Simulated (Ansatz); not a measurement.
**BHO (singlet): one geometry, many settings at scale of all distances = 1.113**

Aim: run BHO (singlet) at one geometry under a spread of methods and options, and see what each costs and gives.

Method: the settings change from run to run; program: Ansatz 0.2.0, Gaussian basis.

12 further runs of the same task are left out: 10 that didn't finish, 2 set aside as unsound or not needed.

## Step 1: The system

The geometry derives from a PBE0/def2-TZVP stationary point (not a proven minimum). All distances are scaled together.

3 atoms, charge 0, spin multiplicity 1.

Atoms are counted from 1 here; the program's logs count them from 0.

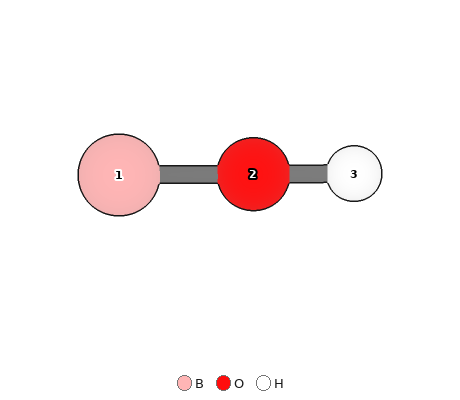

The geometry (boron pink, oxygen red, hydrogen white); atoms are numbered from 1 in the order of the file.

## Step 2: CCSD(T) on UHF/def2-mTZVP

Input file in.yaml:

```yaml
crystal:
  periodic: [false, false, false]
  atoms:
    - {symbol: B, position_ang: [0.000000, 0.000000, 1.297156]}
    - {symbol: O, position_ang: [0.000000, 0.000000, -0.118659]}
    - {symbol: H, position_ang: [0.000000, 0.000000, -1.178497]}
basis:
  gaussian: {orbitals: def2-mTZVP}
magnetization: {spin_polarized: true, initial_magnetization: 0}
hamiltonian: {pseudopotentials: {relativity: scalar}}
correlation: {method: ccsd_t, electrons: all}
scf: {lower_state_search: off}
```

Command:

```console
$ ansatz run in.yaml --threads 1 --pin off --events-out ev --progress --plain --max-ram 2393MiB
```

Output:

```text
Functional definition: HF
  name "HF"
  cite "Fock, Z. Phys. 61, 126 (1930) doi:10.1007/BF01340294"
  parent pbe
  exchange = exact_x
  correlation = 0
these checks for a lower state are left out or cut short: stability, starts, cluster_reference, orbital_swaps, neighbouring_geometries, increment
424 factors; integrals over basis functions are off by at most 1.2e-3 eV
mean field evaluation 1: about -2723.1553 eV, gradient 2.4e1 eV
mean field evaluation 2: about -2723.1560 eV, gradient 2.4e1 eV
mean field evaluation 4: about -2725.2876 eV, gradient 1.5e0 eV
mean field evaluation 8: about -2725.3146 eV, gradient 1.5e-4 eV
mean field -2725.31457649 eV, -100.1534634016 hartree, gradient 1.6e-6 eV, S^2 0.000000; 0 other end points of the search recorded, 0 dependent functions left out
reference -2725.31457649 eV, -100.1534634016 hartree; 7, 7 occupied and 39, 39 virtual orbitals, 424 factors
second order -8.34854935 eV of doubles, -0.00000000 eV of singles
cycle   1  -8.36965650 eV  change   -2.1e-2 eV  update   9.7e-2
cycle   2  -8.66637903 eV  change   -3.0e-1 eV  update   3.6e-2
cycle   3  -8.78373649 eV  change   -1.2e-1 eV  update   2.1e-2
cycle   4  -8.77579143 eV  change    7.9e-3 eV  update   4.6e-3
cycle   5  -8.77611108 eV  change   -3.2e-4 eV  update   1.9e-3
cycle   6  -8.77617712 eV  change   -6.6e-5 eV  update   6.6e-4
cycle   7  -8.77584536 eV  change    3.3e-4 eV  update   2.3e-4
cycle   8  -8.77590212 eV  change   -5.7e-5 eV  update   8.9e-5
cycle   9  -8.77592325 eV  change   -2.1e-5 eV  update   2.0e-5
cycle  10  -8.77591506 eV  change    8.2e-6 eV  update   6.2e-6
perturbative correction -0.31716973 eV, -0.0116557727 hartree
Total energy: -2734.40766129 eV, -100.4876281042 hartree
Relativity: scalar
Checks for a lower state left out: stability, starts, cluster_reference, orbital_swaps, neighbouring_geometries, increment
```

It took 1.3 s on 1 thread of Arm Neoverse V1, shared host.

From the report: ⟨S²⟩ of the determinant 0.000 (pure singlet: 0.00); correlation -9.0931 eV; T1 0.019; largest double amplitude 0.08.

## Step 3: CASCI(2,8)/6-31G

Input file in.yaml:

```yaml
crystal:
  periodic: [false, false, false]
  atoms:
    - {symbol: B, position_ang: [0.000000, 0.000000, 1.297156]}
    - {symbol: O, position_ang: [0.000000, 0.000000, -0.118659]}
    - {symbol: H, position_ang: [0.000000, 0.000000, -1.178497]}
basis:
  gaussian: {orbitals: 6-31G}
correlation: {active_space: {window: {electrons: 2, orbitals: 8}, fixed_orbitals: true}}
output: {forces: true}
```

Same command.

Output, cut to the lines that bear on the results:

```text
Functional definition: HF
  name "HF"
  cite "Fock, Z. Phys. 61, 126 (1930) doi:10.1007/BF01340294"
  parent pbe
[...]
233 factors; integrals over basis functions are off by at most 2.1e-4 eV
[...]
mean field -2722.01517992 eV, -100.0322128140 hartree, gradient 7.2e-6 eV, S^2 0.000000; 0 other end points of the search recorded, 0 dependent functions left out
reference -2722.01517992 eV, -100.0322128140 hartree; 7, 7 occupied and 13, 13 virtual orbitals, 233 factors
state -2722.73391642 eV, -100.0586258929 hartree
[...]
Total energy: -2722.73391642 eV, -100.0586258929 hartree
Atom 0 at     0.000000     0.000000     1.297156 Å, force     0.000000    -0.000000    -4.059246 eV/Å
Atom 1 at     0.000000     0.000000    -0.118659 Å, force    -0.000000    -0.000000    -1.009441 eV/Å
Atom 2 at     0.000000     0.000000    -1.178497 Å, force     0.000000     0.000000     5.068687 eV/Å
Dipole moment:     0.000000    -0.000000    -0.549869 e Å
```

It took 0.12 s on 1 thread of Arm Neoverse V1, shared host.

From the report: 24 determinants; active occupations 1.91, 0.04, 0.04, 0.00, 0.00, 0.00, 0.00, 0.00.

## Step 4: HF/6-31G

in.yaml: that of step 3 with these lines changed.

```diff
@@ -8,3 +8,5 @@
   gaussian: {orbitals: 6-31G}
-correlation: {active_space: {window: {electrons: 2, orbitals: 8}, fixed_orbitals: true}}
-output: {forces: true}
+magnetization: {spin_polarized: true, initial_magnetization: 0}
+hamiltonian: {xc: hf}
+scf: {lower_state_search: light}
+output: {forces: true, orbitals: {seedname: orbitals}}
```

The command is unchanged.

Output, cut to the lines that bear on the results:

```text
Functional definition: HF
  name "HF"
  cite "Fock, Z. Phys. 61, 126 (1930) doi:10.1007/BF01340294"
  parent pbe
[...]
233 factors; integrals over basis functions are off by at most 2.1e-4 eV
[...]
mean field -2722.01517992 eV, -100.0322128140 hartree, gradient 2.7e-5 eV, S^2 0.000000; 0 other end points of the search recorded, 0 dependent functions left out
[...]
reference -2722.01517992 eV, -100.0322128140 hartree; 7, 7 occupied and 13, 13 virtual orbitals, 233 factors
Total energy: -2722.01517992 eV, -100.0322128140 hartree
Atom 0 at     0.000000     0.000000     1.297156 Å, force     0.000000     0.000000    -3.988568 eV/Å
Atom 1 at     0.000000     0.000000    -0.118659 Å, force    -0.000000    -0.000000    -1.002260 eV/Å
Atom 2 at     0.000000     0.000000    -1.178497 Å, force     0.000000     0.000000     4.990827 eV/Å
Dipole moment:     0.000000     0.000000    -0.612399 e Å
```

Run time: 0.12 s. Hardware: 1 thread of Arm Neoverse V1, shared host.

From the report: ⟨S²⟩ of the determinant 0.000 (pure singlet: 0.00).

## Step 5: CCSD(T)/6-31G

in.yaml: that of step 4 with these lines changed.

```diff
@@ -9,4 +9,4 @@
 magnetization: {spin_polarized: true, initial_magnetization: 0}
-hamiltonian: {xc: hf}
-scf: {lower_state_search: light}
-output: {forces: true, orbitals: {seedname: orbitals}}
+hamiltonian: {xc: {name: r2SCAN}, pseudopotentials: {relativity: none}}
+correlation: {method: ccsd_t, electrons: valence}
+output: {forces: true}
```

The command is unchanged.

Output, cut to the lines that bear on the results:

```text
Functional definition: r2SCAN
  name "r2SCAN"
  cite "Furness, Kaplan, Ning, Perdew & Sun, J. Phys. Chem. Lett. 11, 8208 (2020) doi:10.1021/acs.jpclett.0c02405"
  cite "Furness, Kaplan, Ning, Perdew & Sun, J. Phys. Chem. Lett. 11, 9248 (2020) doi:10.1021/acs.jpclett.0c03077"
  parent r2scan
[...]
233 factors; integrals over basis functions are off by at most 2.1e-4 eV
[...]
mean field -2735.26808881 eV, -100.5192482326 hartree, gradient 7.2e-6 eV, S^2 0.000000; 2 other end points of the search recorded, 0 dependent functions left out
2 core orbitals not correlated: weight in the atoms' cores, before any rotation towards them, 1.000 or more for the frozen orbitals, at most 0.000 for the correlated occupied ones
reference -2721.64025572 eV, -100.0184346038 hartree; 5, 5 occupied and 13, 13 virtual orbitals, 233 factors
second order -5.18763518 eV of doubles, -0.25847026 eV of singles
cycle   1  -4.99079796 eV  change    4.4e-1 eV  update   1.1e-1
[...]
cycle  11  -5.42620010 eV  change   -9.0e-7 eV  update   5.9e-7
perturbative correction -0.20212491 eV, -0.0074279536 hartree
[...]
Total energy: -2727.26858074 eV, -100.2252717330 hartree
Atom 0 at     0.000000     0.000000     1.297156 Å, force    -0.000000     0.000000    -2.890553 eV/Å
Atom 1 at     0.000000     0.000000    -0.118659 Å, force     0.000000     0.000000    -0.608890 eV/Å
Atom 2 at     0.000000     0.000000    -1.178497 Å, force     0.000000    -0.000000     3.499443 eV/Å
Dipole moment:    -0.000000    -0.000000    -0.606586 e Å
```

Run time: 2.1 s. Hardware: 1 thread of Arm Neoverse V1, shared host.

From the report: ⟨S²⟩ of the determinant 0.000 (pure singlet: 0.00); correlation -5.6283 eV; T1 0.013; largest double amplitude 0.13. The orbitals are Kohn-Sham ones, so correlation energy and T1 don't compare with those on Hartree-Fock orbitals.

## Step 6: CASCI(2,5)/6-31G

Input file in.yaml:

```yaml
crystal:
  periodic: [false, false, false]
  atoms:
    - {symbol: B, position_ang: [0.000000, 0.000000, 1.297156]}
    - {symbol: O, position_ang: [0.000000, 0.000000, -0.118659]}
    - {symbol: H, position_ang: [0.000000, 0.000000, -1.178497]}
basis:
  gaussian: {orbitals: 6-31G}
hamiltonian: {pseudopotentials: {relativity: scalar}}
correlation: {active_space: {window: {electrons: 2, orbitals: 5}, fixed_orbitals: true}}
output: {forces: true}
```

Launched as before.

Output, cut to the lines that bear on the results:

```text
Functional definition: HF
  name "HF"
  cite "Fock, Z. Phys. 61, 126 (1930) doi:10.1007/BF01340294"
  parent pbe
[...]
233 factors; integrals over basis functions are off by at most 2.1e-4 eV
[...]
mean field -2723.51807394 eV, -100.0874431503 hartree, gradient 7.2e-6 eV, S^2 0.000000; 0 other end points of the search recorded, 0 dependent functions left out
reference -2723.51807394 eV, -100.0874431503 hartree; 7, 7 occupied and 13, 13 virtual orbitals, 233 factors
state -2724.05992701 eV, -100.1073558836 hartree
[...]
Total energy: -2724.05992701 eV, -100.1073558836 hartree
Relativity: scalar
Atom 0 at     0.000000     0.000000     1.297156 Å, force    -0.000000    -0.000000    -3.774236 eV/Å
Atom 1 at     0.000000     0.000000    -0.118659 Å, force     0.000000     0.000000    -1.310393 eV/Å
Atom 2 at     0.000000     0.000000    -1.178497 Å, force    -0.000000     0.000000     5.084629 eV/Å
Dipole moment:    -0.000000     0.000000    -0.535221 e Å
```

Wall time 0.12 s (1 thread of Arm Neoverse V1, shared host).

From the report: 11 determinants; active occupations 1.93, 0.03, 0.03, 0.00, 0.00.

## Step 7: MP2 on RHF/6-31G

Input file in.yaml:

```yaml
crystal:
  periodic: [false, false, false]
  atoms:
    - {symbol: B, position_ang: [0.000000, 0.000000, 1.297156]}
    - {symbol: O, position_ang: [0.000000, 0.000000, -0.118659]}
    - {symbol: H, position_ang: [0.000000, 0.000000, -1.178497]}
basis:
  gaussian: {orbitals: 6-31G, fitting: {mean_field: def2-universal-jkfit}}
magnetization: {spin_polarized: false}
correlation: {method: mp2, electrons: all}
output: {forces: true}
```

Same command.

Output, cut to the lines that bear on the results:

```text
Functional definition: HF
  name "HF"
  cite "Fock, Z. Phys. 61, 126 (1930) doi:10.1007/BF01340294"
  parent pbe
[...]
170 factors; integrals over basis functions are off by at most 3.2e-2 eV
[...]
mean field -2722.01459602 eV, -100.0321913560 hartree, gradient 8.4e-7 eV, S^2 0.000000; 0 other end points of the search recorded, 0 dependent functions left out
reference -2722.01459602 eV, -100.0321913560 hartree; 7, 7 occupied and 13, 13 virtual orbitals, 170 factors
second order -4.76101311 eV of doubles, -0.00000000 eV of singles
[...]
Total energy: -2726.77560913 eV, -100.2071553607 hartree
Atom 0 at     0.000000     0.000000     1.297156 Å, force     0.000000     0.000000    -3.245158 eV/Å
Atom 1 at     0.000000     0.000000    -0.118659 Å, force    -0.000000    -0.000000    -0.375067 eV/Å
Atom 2 at     0.000000     0.000000    -1.178497 Å, force     0.000000     0.000000     3.620225 eV/Å
Dipole moment:    -0.000000     0.000000    -0.675633 e Å
```

Wall time 0.09 s (1 thread of Arm Neoverse V1, shared host).

## Step 8: MP2 on UHF/def2-SVPD

Input file in.yaml:

```yaml
crystal:
  periodic: [false, false, false]
  atoms:
    - {symbol: B, position_ang: [0.000000, 0.000000, 1.297156]}
    - {symbol: O, position_ang: [0.000000, 0.000000, -0.118659]}
    - {symbol: H, position_ang: [0.000000, 0.000000, -1.178497]}
basis:
  gaussian: {orbitals: def2-SVPD}
magnetization: {spin_polarized: true, initial_magnetization: 0}
correlation: {method: mp2, electrons: valence}
output: {forces: true}
```

Same command.

Output, cut to the lines that bear on the results:

```text
Functional definition: HF
  name "HF"
  cite "Fock, Z. Phys. 61, 126 (1930) doi:10.1007/BF01340294"
  parent pbe
[...]
499 factors; integrals over basis functions are off by at most 1.3e-3 eV
[...]
mean field -2720.89571739 eV, -99.9910733246 hartree, gradient 1.0e-6 eV, S^2 0.000000; 2 other end points of the search recorded, 0 dependent functions left out
2 core orbitals not correlated: weight in the atoms' cores, before any rotation towards them, 1.000 or more for the frozen orbitals, at most 0.000 for the correlated occupied ones
reference -2720.89571739 eV, -99.9910733246 hartree; 5, 5 occupied and 44, 44 virtual orbitals, 499 factors
second order -7.34123298 eV of doubles, -0.00000000 eV of singles
[...]
Total energy: -2728.23695037 eV, -100.2608586607 hartree
Atom 0 at     0.000000     0.000000     1.297156 Å, force    -0.000000     0.000000    -4.574442 eV/Å
Atom 1 at     0.000000     0.000000    -0.118659 Å, force    -0.000000    -0.000000     0.596459 eV/Å
Atom 2 at     0.000000     0.000000    -1.178497 Å, force     0.000000     0.000000     3.977982 eV/Å
Dipole moment:     0.000000     0.000000    -0.685633 e Å
```

Wall time 0.6 s (1 thread of Arm Neoverse V1, shared host).

From the report: ⟨S²⟩ of the determinant 0.000 (pure singlet: 0.00).

## Step 9: CCSD(T)/def2-SVP

in.yaml: that of step 8 with these lines changed.

```diff
@@ -7,5 +7,6 @@
 basis:
-  gaussian: {orbitals: def2-SVPD}
+  gaussian: {orbitals: def2-SVP, fitting: {mean_field: def2-universal-jkfit}}
 magnetization: {spin_polarized: true, initial_magnetization: 0}
-correlation: {method: mp2, electrons: valence}
-output: {forces: true}
+hamiltonian: {xc: {name: r2SCAN}}
+correlation: {method: ccsd_t, electrons: valence}
+accuracy: high
```

The command is unchanged.

Output, cut to the lines that bear on the results:

```text
Functional definition: r2SCAN
  name "r2SCAN"
  cite "Furness, Kaplan, Ning, Perdew & Sun, J. Phys. Chem. Lett. 11, 8208 (2020) doi:10.1021/acs.jpclett.0c02405"
  cite "Furness, Kaplan, Ning, Perdew & Sun, J. Phys. Chem. Lett. 11, 9248 (2020) doi:10.1021/acs.jpclett.0c03077"
  parent r2scan
[...]
170 factors; integrals over basis functions are off by at most 2.3e-1 eV
[...]
mean field -2733.89355688 eV, -100.4687351157 hartree, gradient 2.0e-8 eV, S^2 0.000000; 2 other end points of the search recorded, 0 dependent functions left out
2 core orbitals not correlated: weight in the atoms' cores, before any rotation towards them, 1.000 or more for the frozen orbitals, at most 0.000 for the correlated occupied ones
reference -2720.35803186 eV, -99.9713137458 hartree; 5, 5 occupied and 26, 26 virtual orbitals, 170 factors
second order -7.47060509 eV of doubles, -0.25139668 eV of singles
cycle   1  -7.34851282 eV  change    3.6e-1 eV  update   1.1e-1
[...]
cycle  21  -7.78313716 eV  change  -5.8e-10 eV  update  1.8e-10
perturbative correction -0.28390739 eV, -0.0104334041 hartree
Total energy: -2728.42507641 eV, -100.2677721650 hartree
```

It took 3.5 s on 1 thread of Arm Neoverse V1, shared host.

From the report: ⟨S²⟩ of the determinant 0.000 (pure singlet: 0.00); correlation -8.0670 eV; T1 0.013; largest double amplitude 0.11. The orbitals are Kohn-Sham ones, so correlation energy and T1 don't compare with those on Hartree-Fock orbitals.

## Step 10: MRCISD+Q(relaxed)(2,6)/cc-pVDZ

Input file in.yaml:

```yaml
crystal:
  periodic: [false, false, false]
  atoms:
    - {symbol: B, position_ang: [0.000000, 0.000000, 1.297156]}
    - {symbol: O, position_ang: [0.000000, 0.000000, -0.118659]}
    - {symbol: H, position_ang: [0.000000, 0.000000, -1.178497]}
basis:
  gaussian: {orbitals: cc-pVDZ}
correlation: {method: fic_mrcisd_q_relaxed, electrons: outside_noble_gas, active_space: {window: {electrons: 2, orbitals: 6}, states: [{multiplicity: 1, weights: [1, 1, 0.5]}], root: 1}}
```

Same command.

Output, cut to the lines that bear on the results:

```text
Functional definition: HF
  name "HF"
  cite "Fock, Z. Phys. 61, 126 (1930) doi:10.1007/BF01340294"
  parent pbe
[...]
552 factors; integrals over basis functions are off by at most 2.3e-7 eV
[...]
mean field -2723.08976960 eV, -100.0717032563 hartree, gradient 1.0e-6 eV, S^2 0.000000; 0 other end points of the search recorded, 0 dependent functions left out
reference -2723.08976960 eV, -100.0717032563 hartree; 7, 7 occupied and 26, 26 virtual orbitals, 552 factors
state -2723.90868334 eV, -100.1017977810 hartree
state -2717.09636986 eV, -99.8514498781 hartree
state -2716.83757268 eV, -99.8419392573 hartree
contracted CI cycle   1: correlation -0.00000000 eV, -0.0000000000 hartree, residual 2.69e1 eV
contracted CI cycle   2: correlation -6.13027901 eV, -0.2252835985 hartree, residual 4.17e0 eV
contracted CI cycle   3: correlation -6.36170517 eV, -0.2337883529 hartree, residual 1.43e0 eV
[...]
contracted CI cycle   3: correlation -6.70765285 eV, -0.2465016956 hartree, residual 1.47e0 eV
contracted CI cycle   4: correlation -6.73927488 eV, -0.2476637840 hartree, residual 4.37e-1 eV
contracted CI cycle   5: correlation -6.74246976 eV, -0.2477811933 hartree, residual 1.44e-1 eV
contracted CI cycle   6: correlation -6.74283859 eV, -0.2477947479 hartree, residual 5.08e-2 eV
contracted CI cycle   7: correlation -6.74288659 eV, -0.2477965118 hartree, residual 1.90e-2 eV
contracted CI cycle   8: correlation -6.74289293 eV, -0.2477967446 hartree, residual 6.28e-3 eV
contracted CI cycle   9: correlation -6.74289365 eV, -0.2477967711 hartree, residual 2.20e-3 eV
contracted CI cycle  10: correlation -6.74289373 eV, -0.2477967741 hartree, residual 6.75e-4 eV
contracted CI cycle  11: correlation -6.74289374 eV, -0.2477967743 hartree, residual 2.17e-4 eV
state -2716.83757268 eV, -99.8419392573 hartree; corrected -2724.21992319 eV, -100.1132356345 hartree
Total energy: -2724.22234546 eV, -100.1133246515 hartree
```

Run time: 2.5 s. Hardware: 1 thread of Arm Neoverse V1, shared host.

From the report: 14 determinants; active occupations (of the averaged states) 1.35, 0.41, 0.21, 0.02, 0.00, 0.00.

## Step 11: The runs in one table

Where basis and cores are those of an earlier FCI/6-31G run (-2727.3083 eV), and the state is the same kind, the miss against it is given.

| level | correlated | functions | energy (eV) | from FCI (meV) | time |
| --- | --- | --- | --- | --- | --- |
| CCSD(T) on UHF/def2-mTZVP (relativity set) | all | 46 | -2734.4077 |  | 1.3 s |
| CASCI(2,8)/6-31G |  | 20 | -2722.7339 | 4574.4 | 0.12 s |
| HF/6-31G |  | 20 | -2722.0152 | 5293.1 | 0.12 s |
| CCSD(T)/6-31G (on r2SCAN orbitals) | valence | 20 | -2727.2686 |  | 2.1 s |
| CASCI(2,5)/6-31G (relativity set) |  | 20 | -2724.0599 |  | 0.12 s |
| MP2 on RHF/6-31G | all | 20 | -2726.7756 |  | 0.09 s |
| MP2 on UHF/def2-SVPD | valence | 51 | -2728.2370 |  | 0.6 s |
| CCSD(T)/def2-SVP (on r2SCAN orbitals) | valence | 33 | -2728.4251 |  | 3.5 s |
| MRCISD+Q(relaxed)(2,6)/cc-pVDZ (excited root 1 of an average) | outside noble gas | 33 | -2724.2223 |  | 2.5 s |

## Step 12: What came out

| quantity | value |
| --- | --- |
| runs | 9 |
| quickest | MP2 on RHF/6-31G, 0.09 s |
| slowest | CCSD(T)/def2-SVP (on r2SCAN orbitals), 3.5 s |

**Reading.** Total energies in different bases, with other cores or another treatment of relativity can't be set against each other. CCSD(T)/def2-SVP (on r2SCAN orbitals) took 39 times as long as MP2 on RHF/6-31G; the jobs differ in more than the method. Hartree-Fock, CASSCF and CASCI lack dynamic correlation by design.
